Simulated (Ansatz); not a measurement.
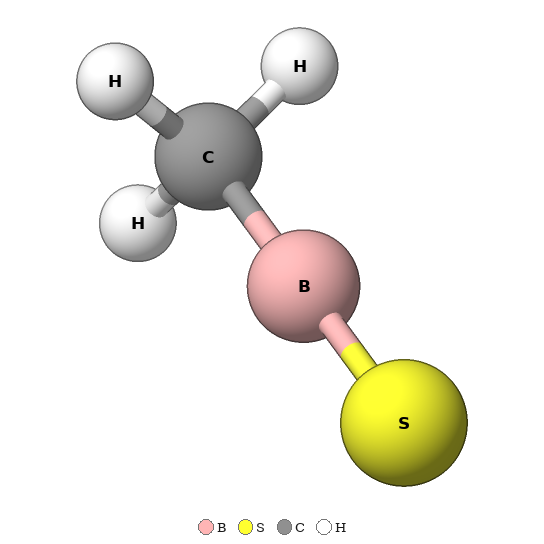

Ball-and-stick drawing of a structure.

The geometry was computed by an optimisation with PBE0-D4/def2-TZVP.

What is the molecular formula?

Answer. CH3BS, 6 atoms: 1 carbon, 3 hydrogen, 1 boron and 1 sulfur.

Count the bonded pairs by element.

Answer. 3 C–H, 1 B–S, 1 C–B. Sticks follow a distance rule.

More results for the same structure follow; atom numbers are the same in all pictures, views and colours differ.

### Shape

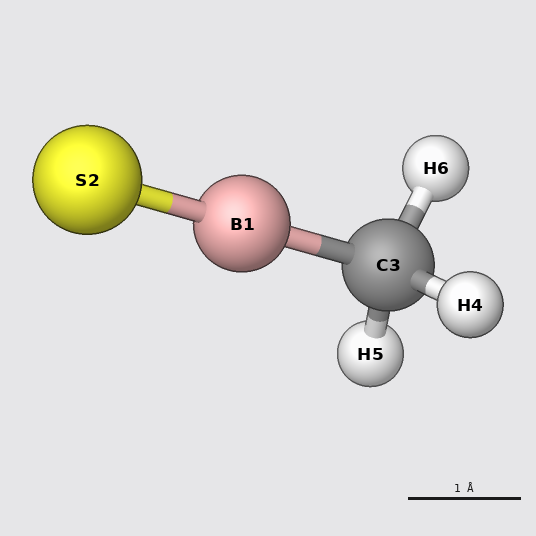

The atoms are numbered.

Give these bond angles: S2–B1–C3, B1–C3–H4, H4–C3–H5.

```tsv
angle	degrees
S2–B1–C3	180.0
B1–C3–H4	110.8
H4–C3–H5	108.1
```

### Charges

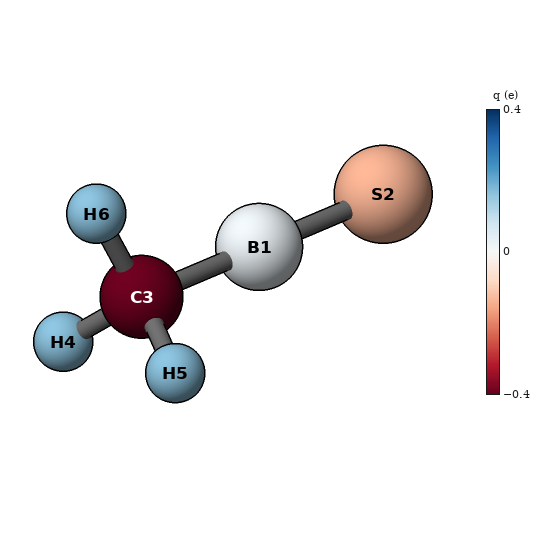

Atoms are coloured by their Mulliken charges. Method: RKS PBE0-D4/def2-TZVP (Ansatz 0.2.0).

List the Mulliken charges.

| atom | value (e) |
| --- | --- |
| B1 | 0.03 |
| S2 | −0.14 |
| C3 | −0.39 |
| H4 | 0.17 |
| H5 | 0.17 |
| H6 | 0.17 |

### Electronic properties

Properties computed with RKS PBE0-D4/def2-TZVP (Ansatz 0.2.0).

Computed properties:

- dipole moment: 2.77 D
- harmonic zero-point energy: 107.7 kJ/mol

### Thermal motion

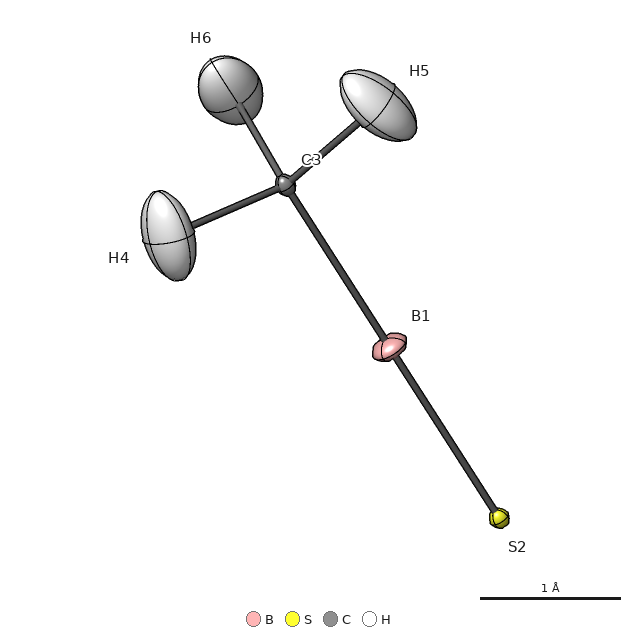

Displacement ellipsoids at the 50 % level, enlarged 1.5 times, from the internal vibrations of the free molecule (harmonic, no overall translation or rotation; no half-axis is drawn under 0.075 Å). Vibrations computed with RKS PBE0-D4/def2-TZVP (Ansatz 0.2.0). Temperature: 100 K.

List U_eq and the three principal root-mean-square amplitudes for each kind of atom.

```json
{"atom": "B1", "U_eq (Å²)": "0.0027", "rms amplitudes (Å)": "0.029, 0.060, 0.060"}
{"atom": "S2", "U_eq (Å²)": "0.00018", "rms amplitudes (Å)": "0.011, 0.011, 0.017"}
{"atom": "C3", "U_eq (Å²)": "0.00078", "rms amplitudes (Å)": "0.023, 0.023, 0.036"}
{"atom": "H4, H5, H6", "U_eq (Å²)": "0.0119", "rms amplitudes (Å)": "0.074, 0.095, 0.146"}
```

Mulliken values depend strongly on the basis set and can even reverse the polarity of a bond.
